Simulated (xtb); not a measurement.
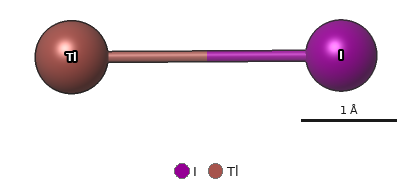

Figure 1. The structure as given in the input (ball-and-stick view, seen on its broad side). Sticks mark near contacts.

## Run report: TlI, geometry relaxation (part 1 of 2)

The run: geometry relaxation of TlI (thallium iodide). Method and program: GFN2-xTB (xtb 6.7.1).

The geometry comes from this level: PBE0-D4/def2-TZVP.

Input file (mol.coord)
```
$coord
     -0.000000000000     -0.000000000000     -0.015873699447  i
      0.000000000000      0.000000000000      5.352573658958  tl
$end
```

File .CHRG
```
0
```

File .UHF
```
0
```

Run as:
```bash
xtb mol.coord -o vtight --gfn 2 --parallel 1 > xtb.out
```

What the program printed
```
* xtb version 6.7.1
   ID    Z sym.   atoms
    1   53 i      1
    2   81 tl     2

           -------------------------------------------------
          |                Calculation Setup                |
           -------------------------------------------------

          program call               : xtb mol.coord -o vtight --gfn 2 --parallel 1
          coordinate file            : mol.coord
          omp threads                :                     1

           -------------------------------------------------
          |                 G F N 2 - x T B                 |
           -------------------------------------------------

      * Hamiltonian:
        H0-scaling (s, p, d)           1.850000    2.230000    2.230000
        zeta-weighting                 0.500000
      * Dispersion:
        s8                             2.700000
        a1                             0.520000
        a2                             5.000000
        s9                             5.000000
      * Repulsion:
        kExp                           1.500000    1.000000
        rExp                           1.000000
      * Coulomb:
        alpha                          2.000000
        third order                    shell-resolved
        anisotropic                    true
        a3                             3.000000
        a5                             4.000000
        cn-shift                       1.200000
        cn-exp                         4.000000
        max-rad                        5.000000

          ...................................................
          :                      SETUP                      :
          :.................................................:
          :  # basis functions                  14          :
          :  # atomic orbitals                  13          :
          :  # shells                            5          :
          :  # electrons                        10          :
          :  max. iterations                   250          :
          :  Hamiltonian                  GFN2-xTB          :
          :  restarted?                      false          :
          :  GBSA solvation                  false          :
          :  PC potential                    false          :
          :  electronic temp.          300.0000000     K    :
          :  accuracy                    1.0000000          :
          :  -> integral cutoff          0.2500000E+02      :
          :  -> integral neglect         0.1000000E-07      :
          :  -> SCF convergence          0.1000000E-05 Eh   :
          :  -> wf. convergence          0.1000000E-03 e    :
          :  Broyden damping             0.4000000          :
          :  net charge                          0          :
          :  unpaired electrons                  0          :
          ...................................................

 iter      E             dE          RMSdq      gap      omega  full diag
   1     -5.4826316 -0.548263E+01  0.265E+01    5.38       0.0  T
   2     -5.4877767 -0.514508E-02  0.142E+01    5.97       1.0  T
   3     -5.4891182 -0.134151E-02  0.222E+00    6.43       1.0  T
   4     -5.4894036 -0.285405E-03  0.938E-01    6.41       1.0  T
   5     -5.4894844 -0.808168E-04  0.337E-01    6.39       1.0  T
   6     -5.4894929 -0.847239E-05  0.792E-02    6.40       1.0  T
   7     -5.4894930 -0.149486E-06  0.141E-02    6.40       5.0  T
   8     -5.4894931 -0.510168E-08  0.339E-03    6.40      20.9  T
   9     -5.4894931 -0.136195E-09  0.528E-04    6.40     134.0  T
  10     -5.4894931 -0.537348E-11  0.542E-05    6.40    1304.4  T

   *** convergence criteria satisfied after 10 iterations ***

         #    Occupation            Energy/Eh            Energy/eV
      -------------------------------------------------------------
         1        2.0000           -0.6856131             -18.6565
         2        2.0000           -0.6731275             -18.3167
         3        2.0000           -0.3877313             -10.5507
         4        2.0000           -0.3735663             -10.1653
         5        2.0000           -0.3735663             -10.1653 (HOMO)
         6                         -0.1383900              -3.7658 (LUMO)
         7                         -0.1383900              -3.7658
         8                          0.0654916               1.7821
         9                          0.0999164               2.7189
        10                          0.0999164               2.7189
       ...                                ...                  ...
        13                          0.4706213              12.8063
      -------------------------------------------------------------
                  HL-Gap            0.2351764 Eh            6.3995 eV
             Fermi-level           -0.2559782 Eh           -6.9655 eV

 SCC (total)                   0 d,  0 h,  0 min,  0.001 sec
 SCC setup                      ...        0 min,  0.000 sec (  4.026%)
 Dispersion                     ...        0 min,  0.000 sec (  1.099%)
 classical contributions        ...        0 min,  0.000 sec (  0.571%)
 integral evaluation            ...        0 min,  0.000 sec ( 20.349%)
 iterations                     ...        0 min,  0.001 sec ( 52.179%)
 molecular gradient             ...        0 min,  0.000 sec ( 16.784%)
 printout                       ...        0 min,  0.000 sec (  4.557%)

         :::::::::::::::::::::::::::::::::::::::::::::::::::::
         ::                     SUMMARY                     ::
         :::::::::::::::::::::::::::::::::::::::::::::::::::::
         :: total energy              -5.489245431350 Eh    ::
         :: gradient norm              0.002926323727 Eh/a0 ::
         :: HOMO-LUMO gap              6.399475274512 eV    ::
         ::.................................................::
         :: SCC energy                -5.489493053059 Eh    ::
         :: -> isotropic ES            0.012114238600 Eh    ::
         :: -> anisotropic ES          0.004350116399 Eh    ::
         :: -> anisotropic XC         -0.008770271109 Eh    ::
         :: -> dispersion             -0.001109926958 Eh    ::
         :: repulsion energy           0.000247621709 Eh    ::
         :: add. restraining           0.000000000000 Eh    ::
         :: total charge               0.000000000000 e     ::
         :::::::::::::::::::::::::::::::::::::::::::::::::::::

      -----------------------------------------------------------
     |                   =====================                   |
     |                        A N C O P T                        |
     |                   =====================                   |
     |               Approximate Normal Coordinate               |
     |                Rational Function Optimizer                |
      -----------------------------------------------------------
      -----------------------------------------------------------
     |                   =====================                   |
     |                        A N C O P T                        |
     |                   =====================                   |
     |               Approximate Normal Coordinate               |
     |                Rational Function Optimizer                |
      -----------------------------------------------------------

          ...................................................
          :                      SETUP                      :
          :.................................................:
          :   optimization level         verytight          :
          :   max. optcycles                   200          :
          :   ANC micro-cycles                  20          :
          :   degrees of freedom                 1          :
          :.................................................:
          :   RF solver                   davidson          :
          :   write xtbopt.log                true          :
          :   linear (good luck)              true          :
          :   energy convergence         0.1000000E-06 Eh   :
          :   grad. convergence          0.2000000E-03 Eh/α :
          :   maxmium RF displ.          1.0000000          :
          :   Hlow (freq-cutoff)         0.1000000E-01      :
          :   Hmax (freq-cutoff)         5.0000000          :
          :   S6 in model hess.         20.0000000          :
          ...................................................

generating ANC from exact Hessian ...
Using Lindh-Hessian (1995)
 Shifting diagonal of input Hessian by    1.8615522084877364E-003
 Lowest  eigenvalues of input Hessian
    0.000000    0.000000    0.000000    0.000000    0.000000    0.010000
 Highest eigenvalues
    0.000000    0.000000    0.000000    0.000000    0.000000    0.010000

........................................................................
.............................. CYCLE    1 ..............................
........................................................................

 iter      E             dE          RMSdq      gap      omega  full diag
   1     -5.4894931 -0.548949E+01  0.707E-06    6.40       0.0  T
   2     -5.4894931 -0.621725E-14  0.562E-06    6.40   12571.1  T
   3     -5.4894931  0.177636E-14  0.134E-06    6.40   52802.8  T
     SCC iter.                  ...        0 min,  0.000 sec
     gradient                   ...        0 min,  0.000 sec
 * total energy  :    -5.4892454 Eh     change       -0.2398082E-13 Eh
   gradient norm :     0.0029264 Eh/α   predicted     0.0000000E+00 (-100.00%)
   displ. norm   :     0.2711246 α      lambda       -0.7934046E-03
   maximum displ.:     0.2711246 α      in ANC's #1, #1, #1, ...

........................................................................
.............................. CYCLE    2 ..............................
........................................................................

 iter      E             dE          RMSdq      gap      omega  full diag
   1     -5.4858725 -0.548587E+01  0.258E+00    6.94       0.0  T
   2     -5.4861202 -0.247688E-03  0.179E+00    7.04       1.0  T
   3     -5.4862016 -0.814181E-04  0.519E-01    7.14       1.0  T
   4     -5.4862215 -0.198884E-04  0.273E-01    7.11       1.0  T
   5     -5.4862271 -0.565136E-05  0.756E-02    7.12       1.0  T
   6     -5.4862279 -0.805024E-06  0.350E-02    7.11       2.0  T
   7     -5.4862280 -0.998823E-08  0.163E-03    7.11      43.4  T
   8     -5.4862280 -0.123781E-09  0.761E-04    7.11      93.0  T
   9     -5.4862280 -0.617169E-10  0.507E-05    7.11    1393.4  T
     SCC iter.                  ...        0 min,  0.000 sec
     gradient                   ...        0 min,  0.000 sec
 * total energy  :    -5.4849568 Eh     change        0.4288663E-02 Eh
   gradient norm :     0.0377378 Eh/α   predicted    -0.4258648E-03 (-109.93%)
   displ. norm   :     0.2374292 α      lambda       -0.8960053E-02
   maximum displ.:     0.2374292 α      in ANC's #1, #1, #1, ...

........................................................................
.............................. CYCLE    3 ..............................
........................................................................

 iter      E             dE          RMSdq      gap      omega  full diag
   1     -5.4893091 -0.548931E+01  0.219E+00    6.67       0.0  T
   2     -5.4894965 -0.187401E-03  0.159E+00    6.56       1.0  T
   3     -5.4895616 -0.651178E-04  0.508E-01    6.46       1.0  T
   4     -5.4895747 -0.130540E-04  0.235E-01    6.48       1.0  T
   5     -5.4895799 -0.526096E-05  0.723E-02    6.49       1.0  T
   6     -5.4895800 -0.418420E-07  0.194E-02    6.48       3.7  T
   7     -5.4895800 -0.375082E-08  0.212E-03    6.48      33.4  T
   8     -5.4895800 -0.351736E-10  0.973E-05    6.48     726.5  T
   9     -5.4895800 -0.362643E-11  0.471E-05    6.48    1501.9  T
     SCC iter.                  ...        0 min,  0.000 sec
     gradient                   ...        0 min,  0.000 sec
 * total energy  :    -5.4892757 Eh     change       -0.4318892E-02 Eh
   gradient norm :     0.0011700 Eh/α   predicted    -0.4732578E-02 (   9.58%)
   displ. norm   :     0.0113938 α      lambda       -0.8889176E-05
   maximum displ.:     0.0113938 α      in ANC's #1, #1, #1, ...

........................................................................
.............................. CYCLE    4 ..............................
........................................................................
```
